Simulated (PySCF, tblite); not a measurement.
# C₇H₈NO radical: geometry, infrared bands and EPR parameters

Aim: predict the infrared bands and EPR parameters of C₇H₈NO radical (`NCc1ccc([O])cc1`).

The runs use tblite 0.8.0 and PySCF 2.14.0, with density-fitted response routines of our own; the level of theory stands in each step. All values are computed, except where a source is named. Atoms are numbered from 0 throughout.

## Step 1: The starting structure

17 atoms, charge 0, multiplicity 2; geometry from: force field or distance geometry start.

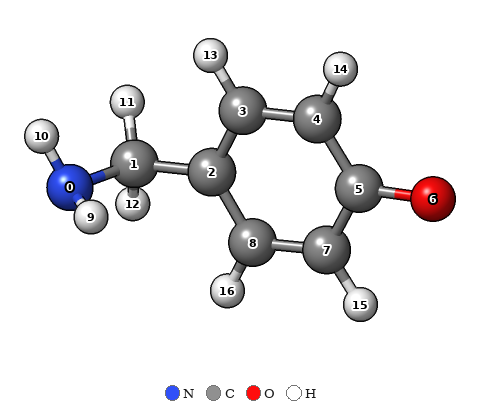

As it starts; nitrogen blue, carbon grey, oxygen red, hydrogen white, atoms numbered; sticks join atoms by distance.

## Step 2: Relaxing the molecule with GFN2-xTB

What the job is given:

```
{"job": {"kind": "relax", "xc": "GFN2-xTB", "basis": "xTB"}, "charge": 0, "multiplicity": 2}
N      2.637600    -0.112900    -0.595100
C      1.702600    -0.731200     0.311900
C      0.324300    -0.289400     0.178000
C     -0.110700     0.807700     0.905600
C     -1.434000     1.219500     0.776700
C     -2.303700     0.571100    -0.093000
O     -3.625700     0.973700    -0.259100
C     -1.845100    -0.520500    -0.826300
C     -0.526000    -0.966300    -0.699500
H      2.124200     0.430800    -1.328600
H      3.218000     0.527500    -0.020100
H      2.020600    -0.627000     1.384300
H      1.716200    -1.831400     0.068300
H      0.563600     1.328100     1.598100
H     -1.752300     2.094500     1.368300
H     -2.542900    -1.041500    -1.502800
H     -0.173700    -1.820700    -1.276500
```

Started as:

```console
OMP_NUM_THREADS=1 python probes_run.py task.json out
```

One launch serves the whole session: the jobs run in the order shown.

Standard output:

```text
step      E/eV     max force
  0    -705.88120    5.934
  1    -706.58019    0.770
  2    -706.61235    0.483
  3    -706.64480    0.368
  4    -706.65792    0.353
  5    -706.66485    0.286
  6    -706.66888    0.156
  7    -706.67388    0.201
  8    -706.67771    0.156
  9    -706.67999    0.120
 10    -706.68177    0.117
 11    -706.68384    0.139
 12    -706.68631    0.166
 13    -706.68894    0.147
 14    -706.69209    0.157
 15    -706.69694    0.235
 16    -706.70423    0.293
 17    -706.71338    0.316
 18    -706.72443    0.276
 19    -706.73350    0.348
 20    -706.74094    0.337
 21    -706.74956    0.407
 22    -706.75901    0.238
 23    -706.76767    0.233
 24    -706.77049    0.133
 25    -706.77399    0.127
 26    -706.77619    0.096
 27    -706.77780    0.102
 28    -706.77923    0.089
 29    -706.78028    0.073
 30    -706.78134    0.069
 31    -706.78207    0.069
 32    -706.78282    0.074
 33    -706.78363    0.075
 34    -706.78455    0.077
 35    -706.78528    0.066
 36    -706.78589    0.077
 37    -706.78645    0.055
 38    -706.78699    0.048
 39    -706.78735    0.037
 40    -706.78752    0.022
 41    -706.78761    0.023
 42    -706.78770    0.021
 43    -706.78778    0.014
 44    -706.78784    0.016
 45    -706.78789    0.014
 46    -706.78793    0.015
 47    -706.78798    0.017
 48    -706.78804    0.023
 49    -706.78811    0.022
 50    -706.78817    0.017
 51    -706.78823    0.018
 52    -706.78829    0.017
 53    -706.78835    0.019
 54    -706.78842    0.022
 55    -706.78849    0.019
 56    -706.78856    0.022
 57    -706.78863    0.026
 58    -706.78869    0.020
 59    -706.78873    0.016
 60    -706.78876    0.017
 61    -706.78880    0.018
 62    -706.78885    0.021
 63    -706.78893    0.029
 64    -706.78905    0.037
 65    -706.78920    0.035
 66    -706.78938    0.035
 67    -706.78959    0.029
 68    -706.78980    0.032
 69    -706.79004    0.041
 70    -706.79029    0.047
 71    -706.79055    0.043
 72    -706.79075    0.039
 73    -706.79090    0.030
 74    -706.79105    0.050
 75    -706.79126    0.049
 76    -706.79151    0.045
 77    -706.79167    0.025
 78    -706.79172    0.014
 79    -706.79174    0.013
 80    -706.79176    0.013
 81    -706.79180    0.015
 82    -706.79184    0.019
 83    -706.79188    0.017
 84    -706.79191    0.014
 85    -706.79195    0.015
 86    -706.79198    0.015
 87    -706.79202    0.015
 88    -706.79205    0.014
 89    -706.79209    0.015
 90    -706.79212    0.015
 91    -706.79215    0.015
 92    -706.79218    0.014
 93    -706.79221    0.012
 94    -706.79224    0.016
 95    -706.79227    0.019
 96    -706.79231    0.021
 97    -706.79236    0.019
 98    -706.79241    0.018
 99    -706.79246    0.019
100    -706.79250    0.016
101    -706.79253    0.013
102    -706.79256    0.013
103    -706.79258    0.008
```

Run time: 1.1 s. Hardware: 1 thread of Arm Neoverse N1, shared host; peak memory 0.18 GiB.

The steps of the relaxation: (not every step is listed)

| step | energy from step 0 (eV) | largest force (eV/Å) |
| --- | --- | --- |
| 0 | 0.0000 | 5.9342 |
| 1 | -0.6990 | 0.7700 |
| 2 | -0.7311 | 0.4826 |
| 3 | -0.7636 | 0.3676 |
| 4 | -0.7767 | 0.3533 |
| 5 | -0.7836 | 0.2858 |
| 6 | -0.7877 | 0.1563 |
| 7 | -0.7927 | 0.2011 |
| 8 | -0.7965 | 0.1556 |
| 17 | -0.8322 | 0.3159 |
| 26 | -0.8950 | 0.0958 |
| 35 | -0.9041 | 0.0661 |
| 44 | -0.9066 | 0.0164 |
| 53 | -0.9072 | 0.0189 |
| 62 | -0.9076 | 0.0214 |
| 71 | -0.9094 | 0.0433 |
| 80 | -0.9106 | 0.0127 |
| 89 | -0.9109 | 0.0153 |
| 98 | -0.9112 | 0.0176 |
| 99 | -0.9113 | 0.0193 |
| 100 | -0.9113 | 0.0158 |
| 101 | -0.9113 | 0.0126 |
| 102 | -0.9114 | 0.0127 |
| 103 | -0.9114 | 0.0084 |

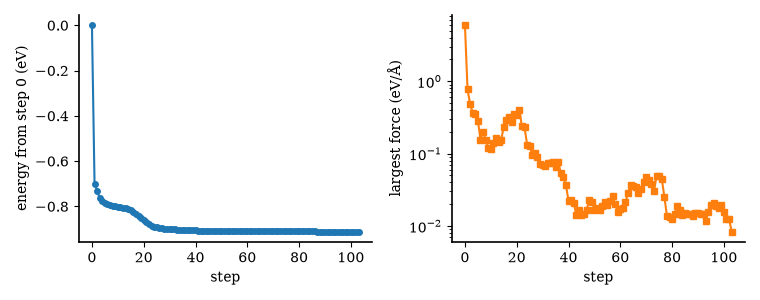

Energy and force, step by step.

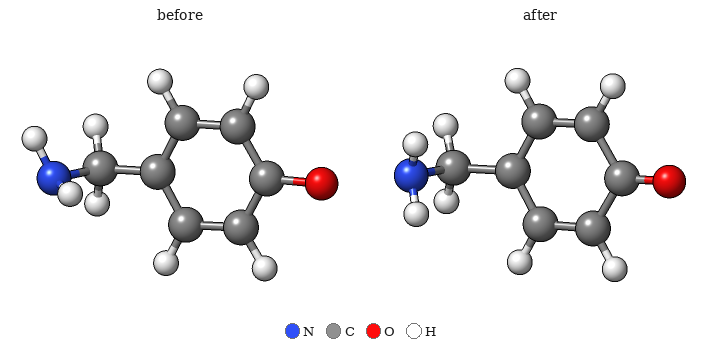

Before and after, at one scale.

Distances of close pairs at the start and the end, largest changes first:

```csv
bond,before (Å),after (Å),change (Å)
C5–O6,1.392,1.237,-0.155
C4–C5,1.390,1.452,+0.061
C5–C7,1.393,1.452,+0.059
C1–C2,1.454,1.501,+0.047
C1–H12,1.127,1.092,-0.035
C7–C8,1.398,1.363,-0.035
N0–H9,1.047,1.014,-0.033
C1–H11,1.123,1.092,-0.031
```

The end geometry stands in the next job.

## Step 3: Harmonic vibrations with GFN2-xTB

What the job is given:

```
{"job": {"kind": "ir", "xc": "GFN2-xTB", "basis": "xTB"}, "charge": 0, "multiplicity": 2}
N      2.589639    -0.036364    -0.538754
C      1.752939    -0.794440     0.386558
C      0.327325    -0.343196     0.261120
C     -0.140321     0.747664     1.012453
C     -1.407428     1.224898     0.853106
C     -2.318514     0.647806    -0.118454
O     -3.463784     1.083063    -0.287507
C     -1.791688    -0.466417    -0.885430
C     -0.520045    -0.921486    -0.698523
H      2.284703    -0.175486    -1.496197
H      2.546378     0.955518    -0.330964
H      2.134574    -0.625674     1.395838
H      1.856918    -1.853714     0.141650
H      0.521774     1.196048     1.741751
H     -1.777605     2.049250     1.444180
H     -2.451525    -0.919907    -1.609967
H     -0.150337    -1.755534    -1.280770
```

Standard output:

```text
mode    cm-1     km/mol
  1      49.3      0.07
  2      80.3      5.51
  3     179.6      4.61
  4     254.7     38.61
  5     329.1     13.14
  6     335.6      0.30
  7     356.6     10.64
  8     442.6     11.89
  9     444.6      9.63
 10     517.7     18.35
 11     599.8      2.96
 12     701.0      1.94
 13     751.4      0.02
 14     758.4     10.61
 15     823.5     31.88
 16     841.2     26.11
 17     886.0      1.18
 18     918.0      0.01
 19     919.8      7.07
 20     927.6    530.62
 21     968.9     35.57
 22    1065.4      1.66
 23    1077.2     17.99
 24    1113.6      1.87
 25    1173.4      0.05
 26    1212.9      0.86
 27    1217.8     10.10
 28    1283.6      0.12
 29    1286.9     11.78
 30    1314.3      2.54
 31    1398.7      0.36
 32    1409.8      2.07
 33    1470.1      0.92
 34    1479.2      0.01
 35    1551.1     40.24
 36    1552.5    206.96
 37    1581.4     62.13
 38    2977.6     22.55
 39    2980.6     34.21
 40    3055.5     41.95
 41    3057.8     12.45
 42    3094.7     21.77
 43    3095.6      4.85
 44    3388.2      2.07
 45    3422.4      2.37
```

Run time: 0.92 s. Hardware: 1 thread of Arm Neoverse N1, shared host; peak memory 0.18 GiB.

The strongest bands and the atoms that carry them (share of the mass-weighted mode):

```csv
cm⁻¹,km/mol,atoms
255,38.6,"H10 28 %, H9 28 %"
928,530.6,"H9 29 %, H10 29 %, N0 26 %"
969,35.6,"C8 20 %, C3 20 %, C7 12 %, C4 12 %"
1551,40.2,"H10 34 %, H9 34 %, C5 14 %"
1552,207.0,"C5 41 %, O6 19 %, H10 11 %, H9 11 %"
1581,62.1,"C3 24 %, C8 23 %, C4 14 %, C7 14 %"
2981,34.2,"H11 54 %, H12 42 %"
3056,42.0,"H16 47 %, H13 44 %"
```

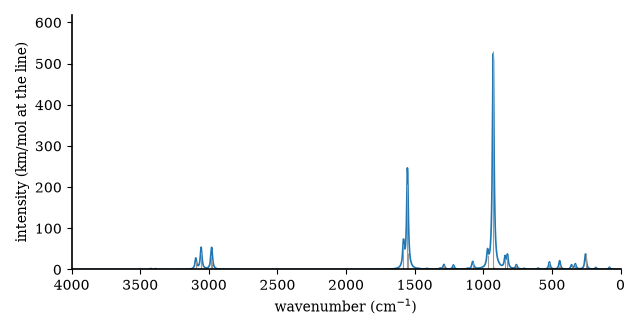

The infrared spectrum from these modes, unscaled. Lines are broadened to a width of 14 cm⁻¹ (Lorentzian).

## Step 4: EPR parameters: B3LYP/pcH-1

Same as in step 3 but for these lines:

```diff
@@ -1,2 +1,2 @@
-{"job": {"kind": "ir", "xc": "GFN2-xTB", "basis": "xTB"}, "charge": 0, "multiplicity": 2}
+{"job": {"kind": "epr", "basis": "pcH-1"}, "charge": 0, "multiplicity": 2}
 N      2.589639    -0.036364    -0.538754
```

Method: UKS B3LYP, pcH-1 on C H N O, non-relativistic, mean-field spin-orbit, GIAO.

Standard output:

```text
UKS, coarse grid
  cycle   1  E = -401.34559148  |g| = 6.35e-01
  cycle   2  E = -399.10218494  |g| = 1.96e+00
  cycle   3  E = -401.41634071  |g| = 4.14e-01
  cycle   4  E = -401.50638616  |g| = 1.52e-01
  cycle   5  E = -401.51293253  |g| = 1.07e-01
  cycle   6  E = -401.51865370  |g| = 2.84e-02
  cycle   7  E = -401.51920480  |g| = 1.52e-02
  cycle   8  E = -401.51939470  |g| = 7.67e-03
  cycle   9  E = -401.51947523  |g| = 2.75e-03
  cycle  10  E = -401.51948281  |g| = 1.12e-03
  cycle  11  E = -401.51948430  |g| = 4.77e-04
UKS, final grid
  cycle   1  E = -401.51940910  |g| = 7.05e-04
  cycle   2  E = -401.51940856  |g| = 1.42e-03
  cycle   3  E = -401.51940933  |g| = 1.79e-04
  cycle   4  E = -401.51940935  |g| = 5.72e-05
  cycle   5  E = -401.51940936  |g| = 3.74e-05
  cycle   6  E = -401.51940936  |g| = 2.36e-05
E = -401.51940936 Eh   <S^2> = 0.7812 (exact 0.7500)
g shifts (ppm)      1          2          3
  rmc          -215       -215       -215
  gc            -12         51         45
  oz_so         -43       2278       7808
  total        -269       2113       7638
hyperfine (MHz)  atom isotope    a_iso     a_fc   dipolar eigenvalues
    0   14N       0.00       0.00     -4.03     -4.01      8.04
    1   13C     -13.06     -13.06     -0.81      0.07      0.74
    2   13C      35.58      35.58    -31.86    -30.31     62.17
    3   13C     -25.01     -25.01    -16.78      7.44      9.35
    4   13C      21.43      21.43    -22.25    -21.24     43.50
    5   13C     -33.55     -33.55    -10.68      2.14      8.55
    6   17O     -25.87     -25.87   -119.71     59.77     59.95
    7   13C      21.45      21.45    -22.27    -21.26     43.53
    8   13C     -25.02     -25.02    -16.77      7.43      9.34
    9    1H      -4.35      -4.35     -5.59     -0.67      6.25
   10    1H      -4.37      -4.37     -5.58     -0.67      6.25
   11    1H       4.57       4.57     -2.50     -1.02      3.52
   12    1H       4.49       4.49     -2.50     -1.02      3.52
   13    1H       6.74       6.74     -2.99     -0.65      3.64
   14    1H     -18.75     -18.75     -9.21     -2.05     11.26
   15    1H     -18.76     -18.76     -9.22     -2.05     11.27
   16    1H       6.74       6.74     -2.99     -0.64      3.63
```

It took 3 min on 1 thread of Arm Neoverse N1, shared host; peak memory 0.97 GiB.

Principal g values 2.00205, 2.00443, 2.00996; g(iso) = 2.00548, against 2.00232 for a free electron.

Mean a(iso) over the nuclei that a row names, and the largest dipolar term of the row (other rows stand at the frozen geometry):

```
  nuclei  isotope  a(iso) (MHz)  a(iso) (G, at g = 2.0023)  largest dipolar term (MHz)
      C2      13C          35.6                       12.7                        62.2
      C5      13C         -33.6                      -12.0                       -10.7
      O6      17O         -25.9                       -9.2                      -119.7
  C3, C8      13C         -25.0                       -8.9                       -16.8
  C4, C7      13C          21.4                        7.7                        43.5
H14, H15       1H         -18.8                       -6.7                        11.3
      C1      13C         -13.1                       -4.7                        -0.8
H13, H16       1H           6.7                        2.4                         3.6
H11, H12       1H           4.5                        1.6                         3.5
 H9, H10       1H          -4.4                       -1.6                         6.3
      N0      14N           0.0                        0.0                         8.0
```

Mulliken spin populations:

N0 0.06; C1 -0.02; C2 0.39; C3 -0.15; C4 0.30; C5 -0.09; O6 0.39; C7 0.30; C8 -0.15; H9 0.00; H10 0.00; H11 0.00; H12 0.00; H13 0.00; H14 -0.01; H15 -0.01; H16 0.00

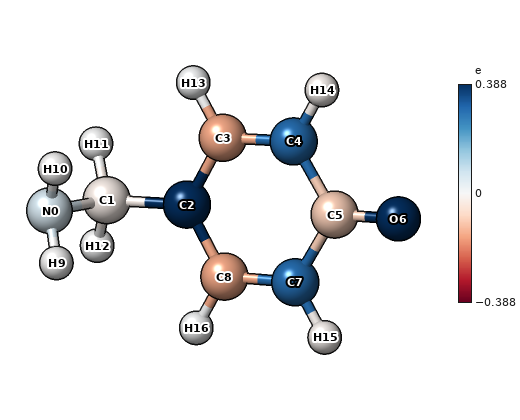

Mulliken spin populations, as colours on the atoms.

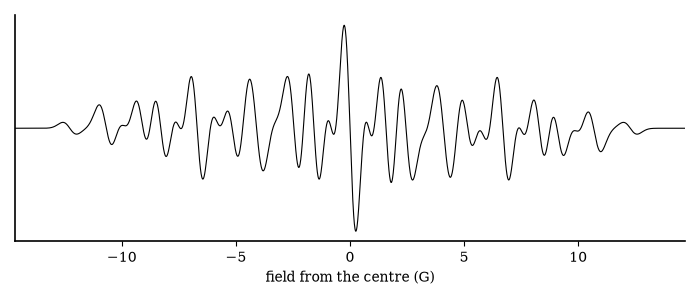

First-order isotropic spectrum (first derivative, main isotopes with spin only, couplings over 0.8 MHz, Gaussian width 0.3 G; couplings of the frozen geometry, rotation of groups not averaged beyond the rows shown).

Orbitals, density, ELF and potential are computed afterwards from the orbital file.

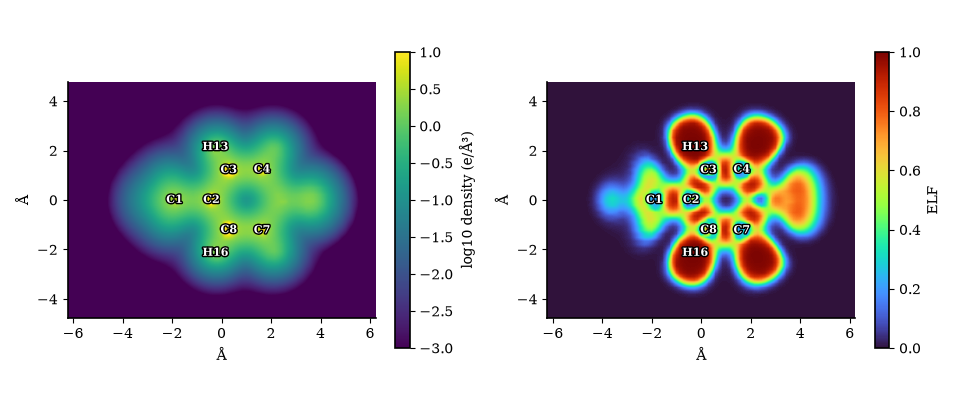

Density (left) and ELF (right) in a plane through or near 8 of the atoms.

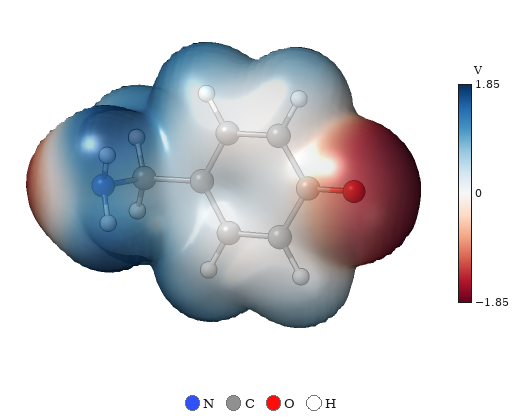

Electrostatic potential on the surface of density 0.002 e/bohr³; red is low, blue high. It runs from -1.85 V near O6 to 1.71 V near H10.

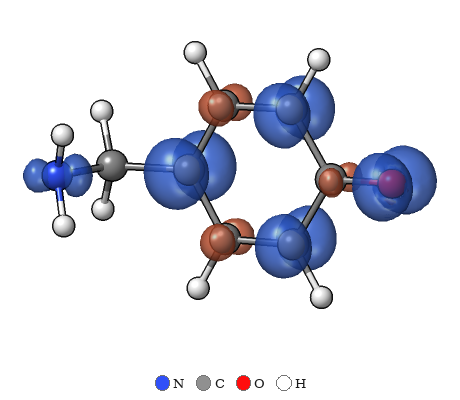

Spin density at ±0.05 e/Å³ (alpha excess blue, beta excess red).

## Step 5: What came out

| quantity | value |
| --- | --- |
| strongest single infrared mode (GFN2-xTB) | 928 cm⁻¹, 531 km/mol |
| zero-point energy (GFN2-xTB) | 83.4 kcal/mol |
| g(iso) (B3LYP) | 2.00548 |
| ⟨S²⟩ | 0.781 (exact 0.75) |
| largest a(iso) (averaged by class) | 13C on C2, 35.6 MHz |
| surface potential, least and greatest | -1.85 V and 1.71 V |

What this shows: Relaxing lowered the energy by 0.911 eV in 103 steps; the close pair that moved most is C5–O6, from 1.392 to 1.237 Å. No mode is imaginary among the 45: a minimum at this level. The strongest single mode, at 928 cm⁻¹, has its largest shares on H9, H10 and N0 (the list is cut at 3 atoms). Unscaled tight-binding wavenumbers are off by several per cent, some by more. Its intensities can rank the bands wrongly. The largest spin populations lie on C2 (0.39 e), O6 (0.39 e), C7 (0.30 e), C4 (0.30 e). The isotropic g lies 3.2 ppt above the free-electron value.
